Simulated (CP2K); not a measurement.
**GFN2-xTB run of CH4FSSn (SMILES C[S][SnH][F])**

Aim: the energy difference between two shapes of CH4FSSn at GFN2-xTB, from 2 runs. 

Program for the calculation: CP2K 2026.2.

5 further runs of the same task are left out: 4 that didn't finish, 1 set aside as unsound or not needed.

## Step 1: The molecule

The species is CH4FSSn (8 atoms), meant as a doublet with charge 0. SMILES: `C[S][SnH][F]`. The shape comes from GFN2-xTB, which is rough for such elements, and wasn't checked as a minimum. This is one conformer, not always the lowest.

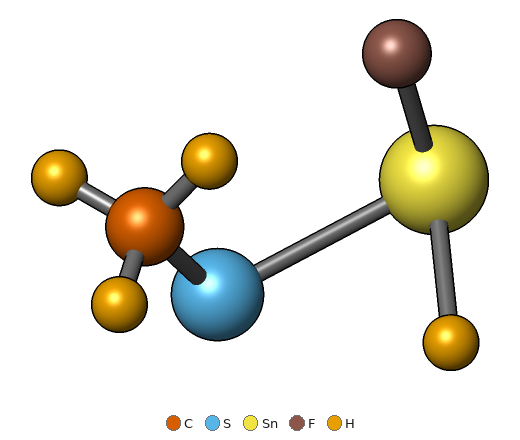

The structure, seen from a chosen angle (carbon orange, sulfur blue, tin yellow, fluorine brown, hydrogen amber).

## Step 2: Energy and forces at GFN2-xTB

File mol.inp:

```
&GLOBAL
   PROJECT_NAME mol
   RUN_TYPE ENERGY_FORCE
   PRINT_LEVEL MEDIUM
&END GLOBAL

&FORCE_EVAL
   METHOD QS
   &DFT
      CHARGE 0
      MULTIPLICITY 2
      SPIN_POLARIZED T
      ! Quickstep
      &QS
         METHOD XTB
         EPS_DEFAULT 1.0E-10
         &XTB
            GFN_TYPE TBLITE
            &TBLITE
               METHOD GFN2
            &END TBLITE
            CHECK_ATOMIC_CHARGES F
         &END XTB
      &END QS
      ! no periodic images
      &POISSON
         PERIODIC NONE
         POISSON_SOLVER ANALYTIC
      &END POISSON
      &SCF
         SCF_GUESS ATOMIC
         EPS_SCF 1.0E-06
         MAX_SCF 150
         ADDED_MOS 8
         &DIAGONALIZATION
            ALGORITHM STANDARD
         &END DIAGONALIZATION
         &MIXING
            METHOD DIRECT_P_MIXING
            ALPHA 0.4
         &END MIXING
      &END SCF
      &PRINT
         &MOMENTS
            PERIODIC F
            REFERENCE COM
            MAX_MOMENT 1
         &END MOMENTS
         &MO ON
            ENERGIES T
            OCCUPATION_NUMBERS T
            NDIGITS 6
            &EACH
               QS_SCF 0
            &END EACH
            ADD_LAST NUMERIC
         &END MO
         &HIRSHFELD OFF
         &END HIRSHFELD
      &END PRINT
   &END DFT
   ! atoms, cell and kinds
   &SUBSYS
      &CELL
         ABC [angstrom] 19.5 20.1 19
         PERIODIC NONE
      &END CELL
      &COORD
         C      8.510555    11.163670    10.126860
         S      8.208395     9.922010     8.850950
         Sn    10.539455     9.181690     7.981710
         F     11.524455    10.615460     9.112810
         H      8.103345    12.102320     9.764220
         H      7.975545    10.854140    11.018290
         H      9.573385    11.257990    10.319710
         H      9.892255     7.997680     9.561850
      &END COORD
   &END SUBSYS
   ! extra output
   &PRINT
      &FORCES ON
      &END FORCES
   &END PRINT
&END FORCE_EVAL
```

Command:

```console
$ OMP_NUM_THREADS=1 cp2k.psmp mol.inp > mol.out
```

The log of the run, shortened:

```text
CP2K| version string:                                       CP2K version 2026.2
[...]
 GLOBAL| Method name                                                        CP2K
[...]
 GLOBAL| Run type                                                   ENERGY_FORCE
[...]
                             - Atoms:                                          8
[...]
                             - Spherical basis functions:                     30
[...]
 Number of electrons:                                                         13
[...]
  *** SCF run converged in    36 steps ***
[...]
  Fermi energy:                                                -0.37429652030647
[...]
 TB_DIPOLE| Moment [Debye]         -1.28946545      -0.74295379      -1.34738506
 TB_DIPOLE| Derivative [a.u.]       0.00000000       0.00000000       0.00000000
[...]
 ENERGY| Total FORCE_EVAL ( QS ) energy [hartree]            -14.314876325384317
 FORCES| Atomic forces [hartree/bohr]
 FORCES|   Atom     x               y               z               |f|
 FORCES|      1 -3.90537496E-04  8.85322293E-04  7.90653778E-04   1.24957933E-03
 FORCES|      2  1.54965318E-03 -1.65420972E-03 -1.62126138E-03   2.78681238E-03
 FORCES|      3 -9.20311729E-04  2.63641928E-03 -1.39180988E-03   3.12006651E-03
 FORCES|      4  1.54867760E-04 -2.95333281E-04 -1.68579376E-04   3.73663988E-04
 FORCES|      5  2.47498774E-04  8.54140584E-05  2.51323738E-05   2.63026311E-04
 FORCES|      6  2.60209790E-04 -5.51025350E-05 -4.50582166E-05   2.69769656E-04
 FORCES|      7 -3.04965364E-05  5.69838650E-05  1.08738717E-04   1.26496277E-04
 FORCES|      8 -8.70883742E-04 -1.65949396E-03  2.30218399E-03   2.96857033E-03
 FORCES| Sum     2.99239800E-17  2.60208521E-17 -6.50521303E-17
 FORCES| Total atomic force                                       7.61860157E-17
[...]
```

Run time: 0.4 s. Hardware: 1 thread of Arm Neoverse V1, shared host.

## Step 3: The distorted shape, same level

File gas.inp:

```
&GLOBAL
  PROJECT_NAME gas
  RUN_TYPE ENERGY_FORCE
  PRINT_LEVEL MEDIUM
&END GLOBAL

&FORCE_EVAL
  METHOD Quickstep
  &DFT
    MULTIPLICITY 2
    LSD T
    &QS
      METHOD XTB
      EPS_DEFAULT 1.0E-10
      &XTB
        GFN_TYPE TBLITE
        &TBLITE
          METHOD GFN2
        &END TBLITE
        CHECK_ATOMIC_CHARGES F
      &END XTB
    &END QS
    ! no periodic images
    &POISSON
      PERIODIC NONE
      POISSON_SOLVER ANALYTIC
    &END POISSON
    ! SCF settings
    &SCF
      SCF_GUESS ATOMIC
      EPS_SCF 1.0E-06
      MAX_SCF 150
      ADDED_MOS 8
      &DIAGONALIZATION
        ALGORITHM STANDARD
      &END DIAGONALIZATION
      &MIXING
        METHOD DIRECT_P_MIXING
        ALPHA 0.4
      &END MIXING
    &END SCF
    &PRINT
      &MOMENTS
        PERIODIC F
        REFERENCE COM
        MAX_MOMENT 1
      &END MOMENTS
      &MO ON
        ENERGIES T
        OCCUPATION_NUMBERS T
        NDIGITS 6
        &EACH
          QS_SCF 0
        &END EACH
        ADD_LAST NUMERIC
      &END MO
      &HIRSHFELD OFF
      &END HIRSHFELD
    &END PRINT
  &END DFT
  ! atoms, cell and kinds
  &SUBSYS
    &CELL
      ABC 19.6 20.1 19
      PERIODIC NONE
    &END CELL
    &COORD
      C      8.539888    11.185452    10.151369
      S      8.250268     9.942043     8.841180
      Sn    10.582319     9.174467     8.005464
      F     11.579336    10.607806     9.120681
      H      8.100167    12.106226     9.777925
      H      8.020664    10.878527    10.994536
      H      9.609603    11.263852    10.339567
      H      9.891059     7.993775     9.595844
    &END COORD
  &END SUBSYS
  &PRINT
    &FORCES ON
    &END FORCES
  &END PRINT
&END FORCE_EVAL
```

Command:

```console
$ OMP_NUM_THREADS=1 cp2k.psmp -i gas.inp > gas.out 2>&1
```

The log of the run, shortened:

```text
CP2K| version string:                                       CP2K version 2026.2
[...]
 GLOBAL| Method name                                                        CP2K
[...]
 GLOBAL| Run type                                                   ENERGY_FORCE
[...]
                             - Atoms:                                          8
[...]
                             - Spherical basis functions:                     30
[...]
 Number of electrons:                                                         13
[...]
  *** SCF run converged in    36 steps ***
[...]
  Fermi energy:                                                -0.37397637587523
[...]
 TB_DIPOLE| Moment [Debye]         -1.26403254      -0.74284777      -1.30832258
 TB_DIPOLE| Derivative [a.u.]       0.00000000       0.00000000       0.00000000
[...]
 ENERGY| Total FORCE_EVAL ( QS ) energy [hartree]            -14.313195623286743
 FORCES| Atomic forces [hartree/bohr]
 FORCES|   Atom     x               y               z               |f|
 FORCES|      1  1.50635747E-02  5.17388794E-03 -3.10235704E-02   3.48732321E-02
 FORCES|      2  2.33908879E-03  1.63348966E-03  3.11984679E-03   4.22765524E-03
 FORCES|      3 -1.23072725E-03  2.13947944E-03 -1.62918306E-03   2.95741429E-03
 FORCES|      4  2.84566695E-04  1.54826718E-04  3.51617191E-04   4.78104764E-04
 FORCES|      5  4.36450226E-03  1.26258818E-03  1.74915497E-04   4.54682354E-03
 FORCES|      6 -1.62736322E-02 -1.18406529E-02  2.80691529E-02   3.45385221E-02
 FORCES|      7 -3.60209280E-03  2.85856932E-03 -1.15861120E-03   4.74224324E-03
 FORCES|      8 -9.45280129E-04 -1.38218832E-03  2.09583233E-03   2.68263158E-03
 FORCES| Sum    -1.37476835E-16 -2.42861287E-17 -5.03069808E-17
 FORCES| Total atomic force                                       1.48393021E-16
[...]
```

Wall time 0.41 s (1 thread of Arm Neoverse V1, shared host).

## Step 4: Outcome

At GFN2-xTB:

```
                                                  quantity         value
                                 first shape: total energy  -14.31488 Eh
    first shape: dipole moment (from atomic charges alone)        2.01 D
           first shape: HOMO energy (highest over α and β)     -10.51 eV
            first shape: LUMO energy (lowest over α and β)      -9.87 eV
                     first shape: largest force on an atom    0.160 eV/Å
                             distorted shape: total energy  -14.31320 Eh
distorted shape: dipole moment (from atomic charges alone)        1.97 D
       distorted shape: HOMO energy (highest over α and β)     -10.50 eV
        distorted shape: LUMO energy (lowest over α and β)      -9.86 eV
                 distorted shape: largest force on an atom    1.793 eV/Å
                    energy change with the atoms displaced      0.046 eV
```

In words: With the atoms displaced the energy rises by 0.05 eV (4.4 kJ/mol). The first shape isn't relaxed at this level, so the change isn't measured from a minimum. The dipole (first shape) comes from point charges on the atoms alone, without atomic dipoles, so it is partial. The dipole (distorted shape) comes from point charges on the atoms alone, without atomic dipoles, so it is partial.
